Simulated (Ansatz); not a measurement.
# H3O (doublet): B2PLYP, RPA-PBE over a scan of the distance O1–H3 along a hydrogen transfer, 6-31G

Aim: run H3O (doublet) with these functionals over a scan of the distance O1–H3 along a hydrogen transfer, and hold them against the top wave-function level at the same points.

Computed with Ansatz 0.2.0, Gaussian basis. Level: 6-31G, all electrons in the functionals, frozen cores in the correlation of double hybrids and RPA.

To be run: B2PLYP, RPA-PBE, at 0.892 Å; 0.960 Å; 1.028 Å; 1.097 Å; 1.165 Å; 1.234 Å; 1.302 Å; 1.371 Å; 1.439 Å.

4 further runs of the same task are left out: 4 that didn't finish.

## Step 1: The system

The geometry derives from fragments relaxed apart (PBE0/def2-TZVP) and kept rigid, so it is no stationary point. A hydrogen atom is moved between rigid fragments.

4 atoms, charge 0, spin multiplicity 2.

Atoms are counted from 1 here; the program's logs count them from 0.

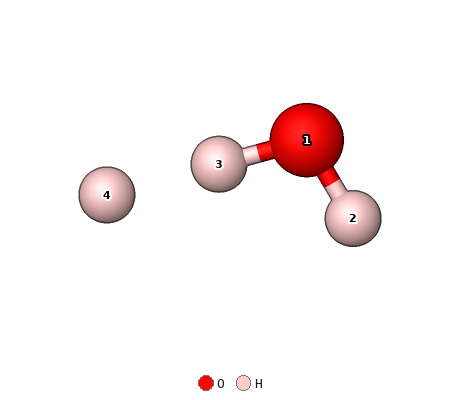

The geometry (oxygen red, hydrogen pink); atoms are numbered from 1 in the order of the file.

No dispersion term is added.

The geometry shown and the zero of energy belong to the point 0.960 Å. The yardstick, FCI, and other wave-function levels (R restricted, U unrestricted, valence and pair active spaces) come from earlier runs.

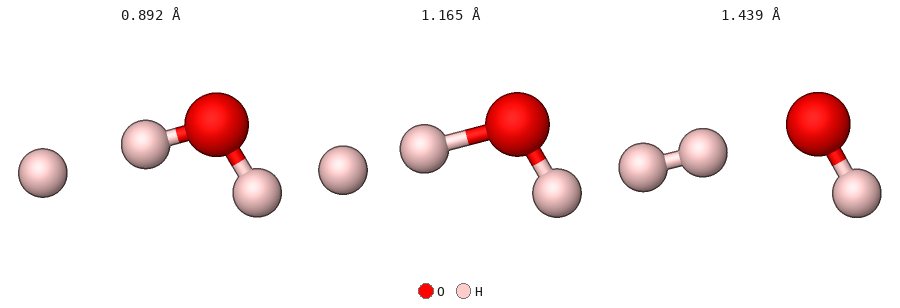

Three points of the scan; sticks are drawn by distance.

## Step 2: B2PLYP, 0.892 Å

The input, in.yaml:

```yaml
crystal:
  periodic: [false, false, false]
  atoms:
    - {symbol: O, position_ang: [-0.149771, -0.049094, 0.000000]}
    - {symbol: H, position_ang: [-0.399081, 0.877481, 0.000000]}
    - {symbol: H, position_ang: [0.742229, -0.049094, 0.000000]}
    - {symbol: H, position_ang: [2.034229, -0.049094, 0.000000]}
basis:
  gaussian: {orbitals: 6-31G}
magnetization: {spin_polarized: true, initial_magnetization: 1}
hamiltonian: {xc: {name: B2PLYP}}
correlation: {electrons: outside_noble_gas}
```

Started as:

```
ansatz run in.yaml --threads 1 --pin off --events-out ev --progress --plain --max-ram 2393MiB
```

The log of the run:

```text
Functional definition: B2PLYP
  name "B2PLYP"
  cite "Grimme, J. Chem. Phys. 124, 034108 (2006) doi:10.1063/1.2148954"
  cite "Becke, Phys. Rev. A 38, 3098 (1988) doi:10.1103/PhysRevA.38.3098"
  cite "Lee, Yang & Parr, Phys. Rev. B 37, 785 (1988) doi:10.1103/PhysRevB.37.785"
  parameter a = 0.53
  parameter c = 0.27
  exchange = (1 - a)*b88_x + a*exact_x
  correlation = (1 - c)*lyp_c + c*(mp2_os + mp2_ss)
171 factors; integrals over basis functions are off by at most 3.6e-4 eV
mean field evaluation 1: about -2084.9622 eV, gradient 2.8e1 eV
mean field evaluation 2: about -2084.9592 eV, gradient 2.8e1 eV
mean field evaluation 4: about -2087.9040 eV, gradient 1.1e0 eV
mean field evaluation 8: about -2087.9195 eV, gradient 2.1e-2 eV
mean field evaluation 16: about -2087.9195 eV, gradient 5.1e-6 eV
mean field -2087.91950678 eV, -76.7296266315 hartree, gradient 5.1e-6 eV, S^2 0.752052; 0 other end points of the search recorded, 0 dependent functions left out
1 core orbitals not correlated: weight in the atoms' cores, before any rotation towards them, 1.000 or more for the frozen orbitals, at most 0.000 for the correlated occupied ones
reference -2087.91959680 eV, -76.7296299395 hartree; 5, 4 occupied and 9, 10 virtual orbitals, 171 factors
second order -4.20316312 eV of doubles, -0.00000000 eV of singles
Total energy: -2089.05445084 eV, -76.7713350564 hartree
```

It took 0.39 s on 1 thread of Arm Neoverse V1, shared host.

From the report: ⟨S²⟩ of the determinant 0.752 (pure doublet: 0.75).

## Step 3: B2PLYP, 0.960 Å

The input, in.yaml:

```yaml
crystal:
  periodic: [false, false, false]
  atoms:
    - {symbol: O, position_ang: [-0.153349, -0.049094, 0.000000]}
    - {symbol: H, position_ang: [-0.402659, 0.877481, 0.000000]}
    - {symbol: H, position_ang: [0.806180, -0.049094, 0.000000]}
    - {symbol: H, position_ang: [2.030651, -0.049094, 0.000000]}
basis:
  gaussian: {orbitals: 6-31G}
magnetization: {spin_polarized: true, initial_magnetization: 1}
hamiltonian: {xc: {name: B2PLYP}}
correlation: {electrons: outside_noble_gas}
```

Launched as before.

The log of the run, shortened:

```text
Functional definition: B2PLYP
  name "B2PLYP"
  cite "Grimme, J. Chem. Phys. 124, 034108 (2006) doi:10.1063/1.2148954"
  cite "Becke, Phys. Rev. A 38, 3098 (1988) doi:10.1103/PhysRevA.38.3098"
  cite "Lee, Yang & Parr, Phys. Rev. B 37, 785 (1988) doi:10.1103/PhysRevB.37.785"
[...]
171 factors; integrals over basis functions are off by at most 4.0e-4 eV
[...]
mean field -2088.09575818 eV, -76.7361037511 hartree, gradient 2.5e-6 eV, S^2 0.754163; 0 other end points of the search recorded, 0 dependent functions left out
1 core orbitals not correlated: weight in the atoms' cores, before any rotation towards them, 1.000 or more for the frozen orbitals, at most 0.000 for the correlated occupied ones
reference -2088.09584794 eV, -76.7361070495 hartree; 5, 4 occupied and 9, 10 virtual orbitals, 171 factors
second order -4.33965061 eV of doubles, -0.00000000 eV of singles
Total energy: -2089.26755360 eV, -76.7791664385 hartree
```

It took 0.39 s on 1 thread of Arm Neoverse V1, shared host.

From the report: ⟨S²⟩ of the determinant 0.754 (pure doublet: 0.75).

## Step 4: B2PLYP, 1.028 Å

The input, in.yaml:

```yaml
crystal:
  periodic: [false, false, false]
  atoms:
    - {symbol: O, position_ang: [-0.156977, -0.049094, 0.000000]}
    - {symbol: H, position_ang: [-0.406287, 0.877481, 0.000000]}
    - {symbol: H, position_ang: [0.871023, -0.049094, 0.000000]}
    - {symbol: H, position_ang: [2.027023, -0.049094, 0.000000]}
basis:
  gaussian: {orbitals: 6-31G}
magnetization: {spin_polarized: true, initial_magnetization: 1}
hamiltonian: {xc: {name: B2PLYP}}
correlation: {electrons: outside_noble_gas}
```

The command is unchanged.

The log of the run, shortened:

```text
Functional definition: B2PLYP
  name "B2PLYP"
  cite "Grimme, J. Chem. Phys. 124, 034108 (2006) doi:10.1063/1.2148954"
  cite "Becke, Phys. Rev. A 38, 3098 (1988) doi:10.1103/PhysRevA.38.3098"
  cite "Lee, Yang & Parr, Phys. Rev. B 37, 785 (1988) doi:10.1103/PhysRevB.37.785"
[...]
171 factors; integrals over basis functions are off by at most 5.0e-4 eV
[...]
mean field -2088.06537522 eV, -76.7349871977 hartree, gradient 9.1e-6 eV, S^2 0.758385; 0 other end points of the search recorded, 0 dependent functions left out
1 core orbitals not correlated: weight in the atoms' cores, before any rotation towards them, 1.000 or more for the frozen orbitals, at most 0.000 for the correlated occupied ones
reference -2088.06546458 eV, -76.7349904815 hartree; 5, 4 occupied and 9, 10 virtual orbitals, 171 factors
second order -4.46051391 eV of doubles, -0.00000000 eV of singles
Total energy: -2089.26980333 eV, -76.7792491144 hartree
```

Run time: 0.39 s. Hardware: 1 thread of Arm Neoverse V1, shared host.

From the report: ⟨S²⟩ of the determinant 0.758 (pure doublet: 0.75).

From 0.960 Å: -0.002 eV.

## Step 5: B2PLYP, 1.097 Å

The input, in.yaml:

```yaml
crystal:
  periodic: [false, false, false]
  atoms:
    - {symbol: O, position_ang: [-0.160633, -0.049094, 0.000000]}
    - {symbol: H, position_ang: [-0.409943, 0.877481, 0.000000]}
    - {symbol: H, position_ang: [0.936367, -0.049094, 0.000000]}
    - {symbol: H, position_ang: [2.023367, -0.049094, 0.000000]}
basis:
  gaussian: {orbitals: 6-31G}
magnetization: {spin_polarized: true, initial_magnetization: 1}
hamiltonian: {xc: {name: B2PLYP}}
correlation: {electrons: outside_noble_gas}
```

Same command.

The log of the run, shortened:

```text
Functional definition: B2PLYP
  name "B2PLYP"
  cite "Grimme, J. Chem. Phys. 124, 034108 (2006) doi:10.1063/1.2148954"
  cite "Becke, Phys. Rev. A 38, 3098 (1988) doi:10.1103/PhysRevA.38.3098"
  cite "Lee, Yang & Parr, Phys. Rev. B 37, 785 (1988) doi:10.1103/PhysRevB.37.785"
[...]
171 factors; integrals over basis functions are off by at most 5.8e-4 eV
[...]
mean field -2087.95166267 eV, -76.7308083386 hartree, gradient 2.1e-6 eV, S^2 0.765367; 0 other end points of the search recorded, 0 dependent functions left out
1 core orbitals not correlated: weight in the atoms' cores, before any rotation towards them, 1.000 or more for the frozen orbitals, at most 0.000 for the correlated occupied ones
reference -2087.95175131 eV, -76.7308115962 hartree; 5, 4 occupied and 9, 10 virtual orbitals, 171 factors
second order -4.52936705 eV of doubles, -0.00000000 eV of singles
Total energy: -2089.17468042 eV, -76.7757534119 hartree
```

Wall time 0.39 s (1 thread of Arm Neoverse V1, shared host).

From the report: ⟨S²⟩ of the determinant 0.765 (pure doublet: 0.75).

From 0.960 Å: +0.093 eV.

## Step 6: B2PLYP, 1.165 Å

The input, in.yaml:

```yaml
crystal:
  periodic: [false, false, false]
  atoms:
    - {symbol: O, position_ang: [-0.164236, -0.049094, 0.000000]}
    - {symbol: H, position_ang: [-0.413546, 0.877481, 0.000000]}
    - {symbol: H, position_ang: [1.000764, -0.049094, 0.000000]}
    - {symbol: H, position_ang: [2.019764, -0.049094, 0.000000]}
basis:
  gaussian: {orbitals: 6-31G}
magnetization: {spin_polarized: true, initial_magnetization: 1}
hamiltonian: {xc: {name: B2PLYP}}
correlation: {electrons: outside_noble_gas}
```

Launched as before.

The log of the run, shortened:

```text
Functional definition: B2PLYP
  name "B2PLYP"
  cite "Grimme, J. Chem. Phys. 124, 034108 (2006) doi:10.1063/1.2148954"
  cite "Becke, Phys. Rev. A 38, 3098 (1988) doi:10.1103/PhysRevA.38.3098"
  cite "Lee, Yang & Parr, Phys. Rev. B 37, 785 (1988) doi:10.1103/PhysRevB.37.785"
[...]
171 factors; integrals over basis functions are off by at most 6.6e-4 eV
[...]
mean field -2087.85545172 eV, -76.7272726516 hartree, gradient 2.2e-6 eV, S^2 0.772692; 0 other end points of the search recorded, 0 dependent functions left out
1 core orbitals not correlated: weight in the atoms' cores, before any rotation towards them, 1.000 or more for the frozen orbitals, at most 0.000 for the correlated occupied ones
reference -2087.85553913 eV, -76.7272758638 hartree; 5, 4 occupied and 9, 10 virtual orbitals, 171 factors
second order -4.50240401 eV of doubles, -0.00000000 eV of singles
Total energy: -2089.07118821 eV, -76.7719501436 hartree
```

Run time: 0.39 s. Hardware: 1 thread of Arm Neoverse V1, shared host.

From the report: ⟨S²⟩ of the determinant 0.773 (pure doublet: 0.75).

From 0.960 Å: +0.196 eV.

## Step 7: B2PLYP, 1.234 Å

The input, in.yaml:

```yaml
crystal:
  periodic: [false, false, false]
  atoms:
    - {symbol: O, position_ang: [-0.167892, -0.049094, 0.000000]}
    - {symbol: H, position_ang: [-0.417202, 0.877481, 0.000000]}
    - {symbol: H, position_ang: [1.066108, -0.049094, 0.000000]}
    - {symbol: H, position_ang: [2.016108, -0.049094, 0.000000]}
basis:
  gaussian: {orbitals: 6-31G}
magnetization: {spin_polarized: true, initial_magnetization: 1}
hamiltonian: {xc: {name: B2PLYP}}
correlation: {electrons: outside_noble_gas}
```

Launched as before.

The log of the run, shortened:

```text
Functional definition: B2PLYP
  name "B2PLYP"
  cite "Grimme, J. Chem. Phys. 124, 034108 (2006) doi:10.1063/1.2148954"
  cite "Becke, Phys. Rev. A 38, 3098 (1988) doi:10.1103/PhysRevA.38.3098"
  cite "Lee, Yang & Parr, Phys. Rev. B 37, 785 (1988) doi:10.1103/PhysRevB.37.785"
[...]
171 factors; integrals over basis functions are off by at most 7.6e-4 eV
[...]
mean field -2087.83411440 eV, -76.7264885195 hartree, gradient 4.5e-6 eV, S^2 0.775158; 2 other end points of the search recorded, 0 dependent functions left out
1 core orbitals not correlated: weight in the atoms' cores, before any rotation towards them, 1.000 or more for the frozen orbitals, at most 0.000 for the correlated occupied ones
reference -2087.83419999 eV, -76.7264916648 hartree; 5, 4 occupied and 9, 10 virtual orbitals, 171 factors
second order -4.37242189 eV of doubles, -0.00000000 eV of singles
Total energy: -2089.01475390 eV, -76.7698762208 hartree
```

Run time: 0.45 s. Hardware: 1 thread of Arm Neoverse V1, shared host.

From the report: ⟨S²⟩ of the determinant 0.775 (pure doublet: 0.75).

From 0.960 Å: +0.253 eV.

## Step 8: B2PLYP, 1.302 Å

The input, in.yaml:

```yaml
crystal:
  periodic: [false, false, false]
  atoms:
    - {symbol: O, position_ang: [-0.171495, -0.049094, 0.000000]}
    - {symbol: H, position_ang: [-0.420805, 0.877481, 0.000000]}
    - {symbol: H, position_ang: [1.130505, -0.049094, 0.000000]}
    - {symbol: H, position_ang: [2.012505, -0.049094, 0.000000]}
basis:
  gaussian: {orbitals: 6-31G}
magnetization: {spin_polarized: true, initial_magnetization: 1}
hamiltonian: {xc: {name: B2PLYP}}
correlation: {electrons: outside_noble_gas}
```

The command is unchanged.

The log of the run, shortened:

```text
Functional definition: B2PLYP
  name "B2PLYP"
  cite "Grimme, J. Chem. Phys. 124, 034108 (2006) doi:10.1063/1.2148954"
  cite "Becke, Phys. Rev. A 38, 3098 (1988) doi:10.1103/PhysRevA.38.3098"
  cite "Lee, Yang & Parr, Phys. Rev. B 37, 785 (1988) doi:10.1103/PhysRevB.37.785"
[...]
171 factors; integrals over basis functions are off by at most 9.0e-4 eV
[...]
mean field -2087.89450826 eV, -76.7287079527 hartree, gradient 5.6e-6 eV, S^2 0.770964; 2 other end points of the search recorded, 0 dependent functions left out
1 core orbitals not correlated: weight in the atoms' cores, before any rotation towards them, 1.000 or more for the frozen orbitals, at most 0.000 for the correlated occupied ones
reference -2087.89459185 eV, -76.7287110247 hartree; 5, 4 occupied and 9, 10 virtual orbitals, 171 factors
second order -4.18879899 eV of doubles, -0.00000000 eV of singles
Total energy: -2089.02556758 eV, -76.7702736160 hartree
```

Run time: 0.45 s. Hardware: 1 thread of Arm Neoverse V1, shared host.

From the report: ⟨S²⟩ of the determinant 0.771 (pure doublet: 0.75).

From 0.960 Å: +0.242 eV.

## Step 9: B2PLYP, 1.371 Å

The input, in.yaml:

```yaml
crystal:
  periodic: [false, false, false]
  atoms:
    - {symbol: O, position_ang: [-0.175151, -0.049094, 0.000000]}
    - {symbol: H, position_ang: [-0.424461, 0.877481, 0.000000]}
    - {symbol: H, position_ang: [1.195849, -0.049094, 0.000000]}
    - {symbol: H, position_ang: [2.008849, -0.049094, 0.000000]}
basis:
  gaussian: {orbitals: 6-31G}
magnetization: {spin_polarized: true, initial_magnetization: 1}
hamiltonian: {xc: {name: B2PLYP}}
correlation: {electrons: outside_noble_gas}
```

The command is unchanged.

The log of the run, shortened:

```text
Functional definition: B2PLYP
  name "B2PLYP"
  cite "Grimme, J. Chem. Phys. 124, 034108 (2006) doi:10.1063/1.2148954"
  cite "Becke, Phys. Rev. A 38, 3098 (1988) doi:10.1103/PhysRevA.38.3098"
  cite "Lee, Yang & Parr, Phys. Rev. B 37, 785 (1988) doi:10.1103/PhysRevB.37.785"
[...]
171 factors; integrals over basis functions are off by at most 1.1e-3 eV
[...]
mean field -2087.99480880 eV, -76.7323939295 hartree, gradient 6.8e-6 eV, S^2 0.764154; 2 other end points of the search recorded, 0 dependent functions left out
1 core orbitals not correlated: weight in the atoms' cores, before any rotation towards them, 1.000 or more for the frozen orbitals, at most 0.000 for the correlated occupied ones
reference -2087.99489061 eV, -76.7323969361 hartree; 5, 4 occupied and 9, 10 virtual orbitals, 171 factors
second order -3.99941036 eV of doubles, -0.00000000 eV of singles
Total energy: -2089.07473141 eV, -76.7720803535 hartree
```

Wall time 0.45 s (1 thread of Arm Neoverse V1, shared host).

From the report: ⟨S²⟩ of the determinant 0.764 (pure doublet: 0.75).

From 0.960 Å: +0.193 eV.

## Step 10: B2PLYP, 1.439 Å

The input, in.yaml:

```yaml
crystal:
  periodic: [false, false, false]
  atoms:
    - {symbol: O, position_ang: [-0.178754, -0.049094, 0.000000]}
    - {symbol: H, position_ang: [-0.428064, 0.877481, 0.000000]}
    - {symbol: H, position_ang: [1.260246, -0.049094, 0.000000]}
    - {symbol: H, position_ang: [2.005246, -0.049094, 0.000000]}
basis:
  gaussian: {orbitals: 6-31G}
magnetization: {spin_polarized: true, initial_magnetization: 1}
hamiltonian: {xc: {name: B2PLYP}}
correlation: {electrons: outside_noble_gas}
```

Launched as before.

The log of the run, shortened:

```text
Functional definition: B2PLYP
  name "B2PLYP"
  cite "Grimme, J. Chem. Phys. 124, 034108 (2006) doi:10.1063/1.2148954"
  cite "Becke, Phys. Rev. A 38, 3098 (1988) doi:10.1103/PhysRevA.38.3098"
  cite "Lee, Yang & Parr, Phys. Rev. B 37, 785 (1988) doi:10.1103/PhysRevB.37.785"
[...]
171 factors; integrals over basis functions are off by at most 1.2e-3 eV
[...]
mean field -2088.05879679 eV, -76.7347454450 hartree, gradient 4.7e-6 eV, S^2 0.758749; 2 other end points of the search recorded, 0 dependent functions left out
1 core orbitals not correlated: weight in the atoms' cores, before any rotation towards them, 1.000 or more for the frozen orbitals, at most 0.000 for the correlated occupied ones
reference -2088.05887729 eV, -76.7347484032 hartree; 5, 4 occupied and 9, 10 virtual orbitals, 171 factors
second order -3.83760451 eV of doubles, -0.00000000 eV of singles
Total energy: -2089.09503051 eV, -76.7728263316 hartree
```

Run time: 0.48 s. Hardware: 1 thread of Arm Neoverse V1, shared host.

From the report: ⟨S²⟩ of the determinant 0.759 (pure doublet: 0.75).

From 0.960 Å: +0.173 eV.

## Step 11: RPA-PBE, 0.892 Å

The input, in.yaml:

```yaml
crystal:
  periodic: [false, false, false]
  atoms:
    - {symbol: O, position_ang: [-0.149771, -0.049094, 0.000000]}
    - {symbol: H, position_ang: [-0.399081, 0.877481, 0.000000]}
    - {symbol: H, position_ang: [0.742229, -0.049094, 0.000000]}
    - {symbol: H, position_ang: [2.034229, -0.049094, 0.000000]}
basis:
  gaussian: {orbitals: 6-31G}
magnetization: {spin_polarized: true, initial_magnetization: 1}
hamiltonian: {xc: {name: PBE}}
correlation: {method: rpa, electrons: outside_noble_gas}
```

Same command.

The log of the run, shortened:

```text
Functional definition: PBE
  name "PBE"
  cite "Perdew, Burke & Ernzerhof, Phys. Rev. Lett. 77, 3865 (1996) doi:10.1103/PhysRevLett.77.3865"
  parent pbe
[...]
171 factors; integrals over basis functions are off by at most 3.6e-4 eV
[...]
mean field -2089.27702500 eV, -76.7795145059 hartree, gradient 2.0e-6 eV, S^2 0.751098; 0 other end points of the search recorded, 0 dependent functions left out
1 core orbitals not correlated: weight in the atoms' cores, before any rotation towards them, 1.000 or more for the frozen orbitals, at most 0.000 for the correlated occupied ones
reference -2080.36066009 eV, -76.4518441394 hartree; 5, 4 occupied and 9, 10 virtual orbitals, 171 factors
Total energy: -2085.75567600 eV, -76.6501073170 hartree
```

Run time: 0.45 s. Hardware: 1 thread of Arm Neoverse V1, shared host.

From the report: ⟨S²⟩ of the determinant 0.751 (pure doublet: 0.75).

## Step 12: RPA-PBE, 0.960 Å

The input, in.yaml:

```yaml
crystal:
  periodic: [false, false, false]
  atoms:
    - {symbol: O, position_ang: [-0.153349, -0.049094, 0.000000]}
    - {symbol: H, position_ang: [-0.402659, 0.877481, 0.000000]}
    - {symbol: H, position_ang: [0.806180, -0.049094, 0.000000]}
    - {symbol: H, position_ang: [2.030651, -0.049094, 0.000000]}
basis:
  gaussian: {orbitals: 6-31G}
magnetization: {spin_polarized: true, initial_magnetization: 1}
hamiltonian: {xc: {name: PBE}}
correlation: {method: rpa, electrons: outside_noble_gas}
```

Same command.

The log of the run, shortened:

```text
Functional definition: PBE
  name "PBE"
  cite "Perdew, Burke & Ernzerhof, Phys. Rev. Lett. 77, 3865 (1996) doi:10.1103/PhysRevLett.77.3865"
  parent pbe
[...]
171 factors; integrals over basis functions are off by at most 4.0e-4 eV
[...]
mean field -2089.55550356 eV, -76.7897484041 hartree, gradient 4.7e-7 eV, S^2 0.751789; 1 other end points of the search recorded, 0 dependent functions left out
1 core orbitals not correlated: weight in the atoms' cores, before any rotation towards them, 1.000 or more for the frozen orbitals, at most 0.000 for the correlated occupied ones
reference -2080.40111753 eV, -76.4533309228 hartree; 5, 4 occupied and 9, 10 virtual orbitals, 171 factors
Total energy: -2085.98178550 eV, -76.6584166877 hartree
```

Wall time 0.54 s (1 thread of Arm Neoverse V1, shared host).

From the report: ⟨S²⟩ of the determinant 0.752 (pure doublet: 0.75).

## Step 13: RPA-PBE, 1.028 Å

The input, in.yaml:

```yaml
crystal:
  periodic: [false, false, false]
  atoms:
    - {symbol: O, position_ang: [-0.156977, -0.049094, 0.000000]}
    - {symbol: H, position_ang: [-0.406287, 0.877481, 0.000000]}
    - {symbol: H, position_ang: [0.871023, -0.049094, 0.000000]}
    - {symbol: H, position_ang: [2.027023, -0.049094, 0.000000]}
basis:
  gaussian: {orbitals: 6-31G}
magnetization: {spin_polarized: true, initial_magnetization: 1}
hamiltonian: {xc: {name: PBE}}
correlation: {method: rpa, electrons: outside_noble_gas}
```

The command is unchanged.

The log of the run, shortened:

```text
Functional definition: PBE
  name "PBE"
  cite "Perdew, Burke & Ernzerhof, Phys. Rev. Lett. 77, 3865 (1996) doi:10.1103/PhysRevLett.77.3865"
  parent pbe
[...]
171 factors; integrals over basis functions are off by at most 5.0e-4 eV
[...]
mean field -2089.62691059 eV, -76.7923725643 hartree, gradient 6.8e-7 eV, S^2 0.752816; 4 other end points of the search recorded, 0 dependent functions left out
1 core orbitals not correlated: weight in the atoms' cores, before any rotation towards them, 1.000 or more for the frozen orbitals, at most 0.000 for the correlated occupied ones
reference -2080.23310209 eV, -76.4471564691 hartree; 5, 4 occupied and 9, 10 virtual orbitals, 171 factors
Total energy: -2086.00499192 eV, -76.6592695079 hartree
```

Wall time 0.9 s (1 thread of Arm Neoverse V1, shared host).

From the report: ⟨S²⟩ of the determinant 0.753 (pure doublet: 0.75).

From 0.960 Å: -0.023 eV.

[end of part 1 of 2]
